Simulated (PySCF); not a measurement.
# C2H5F (SMILES CCF): levels of theory compared

We compute a comparison of 5 runs (HF/STO-3G, HF/def2-SVP, HF/pcseg-1, B3LYP/6-31G*, CCSD/pcseg-1) of C2H5F. 

The calculation is run with PySCF 2.14.0.

**1. The structure to begin with**

The species is C2H5F (8 atoms), meant as a singlet with charge 0. As SMILES, `CCF`. The coordinates come from a PBE0-D4/def2-TZVP relaxation.

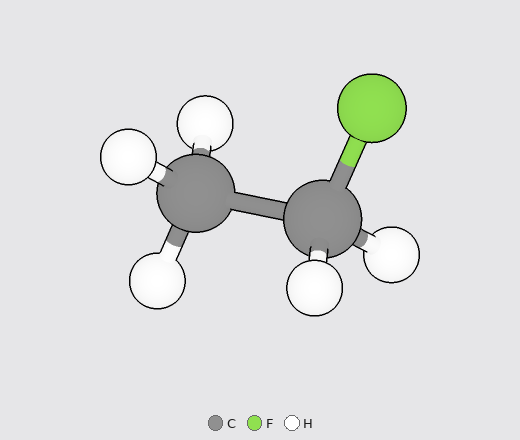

Viewed from a chosen angle; carbon grey, fluorine green, hydrogen white.

**2. Energy and gradient at HF/STO-3G (run 1)**

job.py

```python
from pyscf import gto, scf

mol = gto.M(
    atom='''
C     -0.815795     1.071286    -0.500022
C      0.715072    -1.132135     0.435582
F      3.143181    -0.352245     1.032735
H     -2.728576     0.448621    -0.968674
H      0.035149     1.886892    -2.192838
H     -0.945430     2.537902     0.944485
H      0.876833    -2.610657    -1.001177
H     -0.106392    -1.957756     2.144461
''',
    max_memory=1860,
    charge=0,
    verbose=4,
    basis='sto-3g',
    unit='bohr',
)

hf = scf.RHF(mol)
hf.conv_tol = 1e-10
hf.kernel()
if not hf.converged:
    hf = hf.newton().run(hf.mo_coeff, hf.mo_occ)

e_final = hf.e_tot
print('E(%s) = %.9f' % ('HF', e_final))
grad = hf.nuc_grad_method().kernel()
hf.analyze()
```

The run is started by

```console
OMP_NUM_THREADS=1 python job.py
```

The program printed:

```text
PySCF version 2.14.0

[... 58 lines left out ...]
converged SCF energy = -175.751486975072
[... 14 lines left out ...]
Nuclear Repulsion Energy =              79.415969365978697
[... 1 line left out ...]
Two-electron Energy =                  145.386284749360783
[... 1 line left out ...]
DFT Exchange-Correlation Energy =      -22.428898530457786
[... 3 lines left out ...]
MO #2   energy= -11.1117231220956  occ= 2
[... 1 line left out ...]
MO #4   energy= -1.47307871654384  occ= 2
[... 1 line left out ...]
MO #6   energy= -0.806543615617469 occ= 2
[... 1 line left out ...]
MO #8   energy= -0.590860316145155 occ= 2
[... 1 line left out ...]
MO #10  energy= -0.505567372174502 occ= 2
[... 1 line left out ...]
MO #12  energy= -0.404000796004773 occ= 2
MO #13  energy= -0.402902172181412 occ= 2
MO #14  energy= 0.562839116482431  occ= 0
MO #15  energy= 0.625970383351223  occ= 0
MO #16  energy= 0.697419279327018  occ= 0
MO #17  energy= 0.708535001652379  occ= 0
MO #18  energy= 0.745746907013592  occ= 0
MO #19  energy= 0.754578614851111  occ= 0
MO #20  energy= 0.775672733821261  occ= 0
 ** Mulliken pop on meta-lowdin orthogonal AOs  **
 ** Mulliken pop  **
pop of  0 C 1s            1.99978
pop of  0 C 2s            1.01378
pop of  0 C 2px           1.03347
pop of  0 C 2py           1.02038
pop of  0 C 2pz           1.04496
pop of  1 C 1s            1.99982
pop of  1 C 2s            1.04054
pop of  1 C 2px           0.85376
pop of  1 C 2py           1.00497
pop of  1 C 2pz           1.03574
pop of  2 F 1s            1.99996
pop of  2 F 2s            1.89318
pop of  2 F 2px           1.37848
pop of  2 F 2py           1.91489
pop of  2 F 2pz           1.94125
pop of  3 H 1s            0.95988
pop of  4 H 1s            0.95934
pop of  5 H 1s            0.95933
pop of  6 H 1s            0.97324
pop of  7 H 1s            0.97325
 ** Mulliken atomic charges  **
charge of    0C =     -0.11237
charge of    1C =      0.06517
charge of    2F =     -0.12776
charge of    3H =      0.04012
charge of    4H =      0.04066
charge of    5H =      0.04067
charge of    6H =      0.02676
charge of    7H =      0.02675
Dipole moment(X, Y, Z, Debye): -1.16902, -0.23871, -0.31589
```

Run time: 1.8 s. Hardware: 1 thread of Intel Xeon at 2.50GHz (Skylake/Cascade Lake), shared host; peak memory 0.12 GiB.

**3. Energy and forces at HF/def2-SVP (run 2)**

job.py

```python
from pyscf import gto

mol = gto.M(
    atom='''
C     -0.815795     1.071286    -0.500022
C      0.715072    -1.132135     0.435582
F      3.143181    -0.352245     1.032735
H     -2.728576     0.448621    -0.968674
H      0.035149     1.886892    -2.192838
H     -0.945430     2.537902     0.944485
H      0.876833    -2.610657    -1.001177
H     -0.106392    -1.957756     2.144461
''',
    unit='bohr',
    charge=0,
    basis='def2-svp',
    verbose=3,
    max_memory=1860,
)

myscf = mol.RHF()
myscf.conv_tol = 1e-10
myscf.kernel()
if not myscf.converged:
    myscf = myscf.newton().run(myscf.mo_coeff, myscf.mo_occ)

e_tot = myscf.e_tot
print(f'total energy: {e_tot:.8f} hartree')
grad = myscf.nuc_grad_method().kernel()
myscf.analyze()
```

The run is started by

```console
OMP_NUM_THREADS=1 python job.py
```

The program printed:

```text
converged SCF energy = -177.943980161027
total energy: -177.94398016 hartree
--------------- RHF gradients ---------------
         x                y                z
0 C     0.0016381451    -0.0018670605     0.0009617630
1 C    -0.0139330005     0.0010839944    -0.0046256055
2 F     0.0148089713     0.0041129137     0.0037817633
3 H    -0.0008238318    -0.0003397127    -0.0001879982
4 H     0.0001294339     0.0000708428    -0.0009211716
5 H    -0.0003897481     0.0003858599     0.0006993963
6 H     0.0000842236    -0.0022523712    -0.0024028439
7 H    -0.0015141935    -0.0011944663     0.0026946967
----------------------------------------------
**** MO energy ****
MO #1   energy= -26.255519392654   occ= 2
MO #2   energy= -11.3093408145981  occ= 2
MO #3   energy= -11.2320368073506  occ= 2
MO #4   energy= -1.55136605252761  occ= 2
MO #5   energy= -1.02575830108859  occ= 2
MO #6   energy= -0.853171165488186 occ= 2
MO #7   energy= -0.700184375879209 occ= 2
MO #8   energy= -0.690192843771223 occ= 2
MO #9   energy= -0.650007003837302 occ= 2
MO #10  energy= -0.5786841121492   occ= 2
MO #11  energy= -0.551078192195193 occ= 2
MO #12  energy= -0.510183441578562 occ= 2
MO #13  energy= -0.49474746284718  occ= 2
MO #14  energy= 0.178898018662461  occ= 0
MO #15  energy= 0.223608742518711  occ= 0
MO #16  energy= 0.236052736468467  occ= 0
MO #17  energy= 0.256383439694003  occ= 0
MO #18  energy= 0.282273449232868  occ= 0
MO #19  energy= 0.316179668644772  occ= 0
MO #20  energy= 0.399327267790258  occ= 0
MO #21  energy= 0.595654218626506  occ= 0
MO #22  energy= 0.60557796171207   occ= 0
MO #23  energy= 0.666220858435062  occ= 0
MO #24  energy= 0.733800810093579  occ= 0
MO #25  energy= 0.757594186543582  occ= 0
MO #26  energy= 0.838434345444618  occ= 0
MO #27  energy= 0.859231188366907  occ= 0
MO #28  energy= 0.876589518869895  occ= 0
MO #29  energy= 0.890108912524675  occ= 0
MO #30  energy= 0.912661804183634  occ= 0
MO #31  energy= 0.925316594889525  occ= 0
MO #32  energy= 0.931416668876176  occ= 0
MO #33  energy= 1.10744686273633   occ= 0
MO #34  energy= 1.33865093765724   occ= 0
MO #35  energy= 1.34537157338193   occ= 0
MO #36  energy= 1.47856968795147   occ= 0
MO #37  energy= 1.60643424956302   occ= 0
MO #38  energy= 1.61819474804624   occ= 0
MO #39  energy= 1.67600899094919   occ= 0
MO #40  energy= 1.79869366173058   occ= 0
MO #41  energy= 1.8202202661384    occ= 0
MO #42  energy= 2.00592219770015   occ= 0
MO #43  energy= 2.01288723511959   occ= 0
MO #44  energy= 2.02097290779771   occ= 0
MO #45  energy= 2.04295066177764   occ= 0
MO #46  energy= 2.0776588154182    occ= 0
MO #47  energy= 2.10433819148586   occ= 0
MO #48  energy= 2.13996019039481   occ= 0
MO #49  energy= 2.20163630581605   occ= 0
MO #50  energy= 2.22462097268673   occ= 0
MO #51  energy= 2.35192615127554   occ= 0
MO #52  energy= 2.44607005295135   occ= 0
MO #53  energy= 2.50241546172145   occ= 0
MO #54  energy= 2.65838941483176   occ= 0
MO #55  energy= 2.74184129591958   occ= 0
MO #56  energy= 2.81503721475696   occ= 0
MO #57  energy= 2.87629199312348   occ= 0
MO #58  energy= 3.06358960049935   occ= 0
MO #59  energy= 3.15735270274793   occ= 0
MO #60  energy= 3.25507512386481   occ= 0
MO #61  energy= 3.29110882793187   occ= 0
MO #62  energy= 3.33424948196853   occ= 0
MO #63  energy= 3.51929092964439   occ= 0
MO #64  energy= 3.53199696480971   occ= 0
MO #65  energy= 3.77654520254451   occ= 0
MO #66  energy= 3.78224385370198   occ= 0
MO #67  energy= 4.20683361213663   occ= 0
 ** Mulliken atomic charges  **
charge of    0C =     -0.24435
charge of    1C =      0.20228
charge of    2F =     -0.37690
charge of    3H =      0.08498
charge of    4H =      0.08820
charge of    5H =      0.08823
charge of    6H =      0.07879
charge of    7H =      0.07878
Dipole moment(X, Y, Z, Debye): -2.04216, -0.47181, -0.54042
```

Wall time 6.6 s (1 thread of Intel Xeon at 2.50GHz (Skylake/Cascade Lake), shared host); peak memory 0.14 GiB.

Run 3 isn't shown in full; the table further down has it.

**4. Energy and forces at B3LYP/6-31G(d) (spherical functions) (run 4)**

job.py

```python
from pyscf import gto, dft

mol = gto.Mole()
mol.atom = [
    ('C', (-0.431700, 0.566900, -0.264600)),
    ('C', (0.378400, -0.599100, 0.230500)),
    ('F', (1.663300, -0.186400, 0.546500)),
    ('H', (-1.443900, 0.237400, -0.512600)),
    ('H', (0.018600, 0.998500, -1.160400)),
    ('H', (-0.500300, 1.343000, 0.499800)),
    ('H', (0.464000, -1.381500, -0.529800)),
    ('H', (-0.056300, -1.036000, 1.134800)),
]
mol.spin = 0
mol.max_memory = 1860
mol.basis = '6-31g*'
mol.charge = 0
mol.verbose = 3
mol.build()

calc0 = dft.RKS(mol, xc='b3lyp')
calc0.conv_tol = 1e-10
calc0.grids.level = 5
calc0.kernel()
if not calc0.converged:
    calc0 = calc0.newton().run(calc0.mo_coeff, calc0.mo_occ)

e_tot = calc0.e_tot
print('E = %.10f Eh' % e_tot)
grad = calc0.nuc_grad_method().kernel()
dip = calc0.dip_moment()
pop, q = calc0.mulliken_pop()
```

The run is started by

```console
OMP_NUM_THREADS=1 python job.py
```

The program printed:

```text
converged SCF energy = -179.053605399703
E = -179.0536053997 Eh
--------------- RKS gradients ---------------
         x                y                z
0 C     0.0034701097    -0.0021244326     0.0015823839
1 C    -0.0025880996     0.0046369707    -0.0018116047
2 F    -0.0059199448    -0.0028239712    -0.0012616429
3 H     0.0024421413    -0.0001063744     0.0007847141
4 H    -0.0009974959    -0.0011826148     0.0016566445
5 H    -0.0000536696    -0.0018372647    -0.0014009114
6 H     0.0014195998     0.0019882652     0.0015197595
7 H     0.0022254057     0.0014498008    -0.0010729492
----------------------------------------------
Dipole moment(X, Y, Z, Debye): -1.61254, -0.32395, -0.43681
 ** Mulliken pop  **
pop of  0 C 1s            1.99666
pop of  0 C 2s            0.67314
pop of  0 C 3s            0.62703
pop of  0 C 2px           0.71677
pop of  0 C 2py           0.70771
pop of  0 C 2pz           0.72272
pop of  0 C 3px           0.32212
pop of  0 C 3py           0.31147
pop of  0 C 3pz           0.36292
pop of  0 C 3dxy          0.00636
pop of  0 C 3dyz          0.01133
pop of  0 C 3dz^2         0.00536
pop of  0 C 3dxz          0.00455
pop of  0 C 3dx2-y2       0.00647
pop of  1 C 1s            1.99631
pop of  1 C 2s            0.68820
pop of  1 C 3s            0.48966
pop of  1 C 2px           0.53808
pop of  1 C 2py           0.72490
pop of  1 C 2pz           0.74856
pop of  1 C 3px           0.11945
pop of  1 C 3py           0.24555
pop of  1 C 3pz           0.28317
pop of  1 C 3dxy          0.01555
pop of  1 C 3dyz          0.01530
pop of  1 C 3dz^2         0.00832
pop of  1 C 3dxz          0.01477
pop of  1 C 3dx2-y2       0.01668
pop of  2 F 1s            1.99725
pop of  2 F 2s            0.92983
pop of  2 F 3s            1.03841
pop of  2 F 2px           0.95981
pop of  2 F 2py           1.16813
pop of  2 F 2pz           1.18336
pop of  2 F 3px           0.59650
pop of  2 F 3py           0.72390
pop of  2 F 3pz           0.73268
pop of  2 F 3dxy          0.00413
pop of  2 F 3dyz          0.00078
pop of  2 F 3dz^2         0.00185
pop of  2 F 3dxz          0.00366
pop of  2 F 3dx2-y2       0.00475
pop of  3 H 1s            0.52578
pop of  3 H 2s            0.32922
pop of  4 H 1s            0.52597
pop of  4 H 2s            0.31178
pop of  5 H 1s            0.52599
pop of  5 H 2s            0.31173
pop of  6 H 1s            0.54133
pop of  6 H 2s            0.33136
pop of  7 H 1s            0.54133
pop of  7 H 2s            0.33138
 ** Mulliken atomic charges  **
charge of    0C =     -0.47460
charge of    1C =      0.09550
charge of    2F =     -0.34503
charge of    3H =      0.14500
charge of    4H =      0.16225
charge of    5H =      0.16227
charge of    6H =      0.12731
charge of    7H =      0.12729
```

Run time: 22 s. Hardware: 1 thread of Intel Xeon at 2.50GHz (Skylake/Cascade Lake), shared host; peak memory 0.54 GiB.

**5. A single-point energy at CCSD/pcseg-1 (run 5)**

run.py

```python
from pyscf import gto, cc

system = gto.M(
    atom='''
C     -0.815795     1.071286    -0.500022
C      0.715072    -1.132135     0.435582
F      3.143181    -0.352245     1.032735
H     -2.728576     0.448621    -0.968674
H      0.035149     1.886892    -2.192838
H     -0.945430     2.537902     0.944485
H      0.876833    -2.610657    -1.001177
H     -0.106392    -1.957756     2.144461
''',
    spin=0,
    unit='bohr',
    max_memory=1860,
    charge=0,
    basis='pcseg-1',
    verbose=4,
)

mf = system.RHF()
mf.conv_tol = 1e-10
mf.kernel()
if not mf.converged:
    mf = mf.newton().run(mf.mo_coeff, mf.mo_occ)

mycc = cc.CCSD(mf, frozen=3)
mycc.kernel()
e_tot = mycc.e_tot
print('E = %.10f Eh' % e_tot)
mf.analyze()
```

The run is started by

```console
OMP_NUM_THREADS=1 python run.py
```

The program printed:

```text
PySCF version 2.14.0

[... 94 lines left out ...]
One-electron Energy =                 -401.987782760311802
[... 8 lines left out ...]
MO #4   energy= -1.58855942104743  occ= 2
[... 6 lines left out ...]
MO #11  energy= -0.553005622354161 occ= 2
[... 6 lines left out ...]
MO #18  energy= 0.2518719991984    occ= 0
[... 6 lines left out ...]
MO #25  energy= 0.7203615268366    occ= 0
[... 6 lines left out ...]
MO #32  energy= 1.08004779754844   occ= 0
[... 6 lines left out ...]
MO #39  energy= 1.82939633012868   occ= 0
[... 6 lines left out ...]
MO #46  energy= 2.23931320063632   occ= 0
[... 6 lines left out ...]
MO #53  energy= 2.67662788980716   occ= 0
[... 6 lines left out ...]
MO #60  energy= 3.27285214255087   occ= 0
[... 6 lines left out ...]
MO #67  energy= 3.70715487354216   occ= 0
[... 39 lines left out ...]
pop of  2 F 3dxy          0.00131
pop of  2 F 3dyz          0.00015
pop of  2 F 3dz^2         0.00076
pop of  2 F 3dxz          0.00113
pop of  2 F 3dx2-y2       0.00187
pop of  3 H 1s            0.90316
pop of  3 H 2s            0.00914
pop of  3 H 2px           0.00152
pop of  3 H 2py           0.00011
pop of  3 H 2pz           0.00017
pop of  4 H 1s            0.89830
pop of  4 H 2s            0.01076
pop of  4 H 2px           0.00028
pop of  4 H 2py           0.00035
pop of  4 H 2pz           0.00108
pop of  5 H 1s            0.89827
pop of  5 H 2s            0.01076
pop of  5 H 2px           0.00004
pop of  5 H 2py           0.00093
pop of  5 H 2pz           0.00074
pop of  6 H 1s            0.90570
pop of  6 H 2s            0.01237
pop of  6 H 2px           0.00012
pop of  6 H 2py           0.00114
pop of  6 H 2pz           0.00094
pop of  7 H 1s            0.90571
pop of  7 H 2s            0.01237
pop of  7 H 2px           0.00032
pop of  7 H 2py           0.00041
pop of  7 H 2pz           0.00147
 ** Mulliken atomic charges  **
charge of    0C =     -0.24523
charge of    1C =      0.21293
charge of    2F =     -0.39154
charge of    3H =      0.08590
charge of    4H =      0.08924
charge of    5H =      0.08926
charge of    6H =      0.07973
charge of    7H =      0.07972
Dipole moment(X, Y, Z, Debye): -2.14245, -0.51617, -0.56256
```

Run time: 8.1 s. Hardware: 1 thread of Intel Xeon at 2.50GHz (Skylake/Cascade Lake), shared host; peak memory 0.25 GiB.

**6. Overview of the runs**

```tsv
run	level	integration grid	task	energy (Eh)	dipole moment (D) of the reference	HOMO energy (eV)	LUMO energy (eV)	wall time
1	HF/STO-3G	–	gradient	-175.751487	1.23	-10.96	15.32	1.8 s
2	HF/def2-SVP	–	gradient	-177.943980	2.16	-13.46	4.87	6.6 s
3	HF/pcseg-1	–	gradient	-178.031361	2.27	-13.53	4.36	6.6 s
4	B3LYP/6-31G* (spherical functions)	5	gradient	-179.053605	1.70	-8.72	2.79	22 s
5	CCSD/pcseg-1	–	energy	-178.535979	2.27	-13.53	4.36	8.1 s
```

**7. Summary of results**

```
                                          quantity          value
                               run 5: total energy  -178.53598 Eh
       run 5: dipole moment (Hartree–Fock density)         2.27 D
        run 5: HOMO energy (Hartree–Fock orbitals)      -13.53 eV
        run 5: LUMO energy (Hartree–Fock orbitals)        4.36 eV
      run 5: HOMO–LUMO gap (Hartree–Fock orbitals)       17.89 eV
run 5: correlation energy (3 core orbitals frozen)     -504.6 mEh
                              run 5: T1 diagnostic          0.009
```

In words: Over runs 1, 2, 3, 4 the dipole moment (its size) runs from 1.23 D (HF/STO-3G) to 2.27 D (HF/pcseg-1). Over runs 1, 2, 3, 4 the HOMO–LUMO gap runs from 11.51 eV (B3LYP/6-31G*) to 26.28 eV (HF/STO-3G). The two ends differ in method and basis. In run 1 the basis is minimal, so the values are rough. All runs together took 45 s, the longest 22 s.
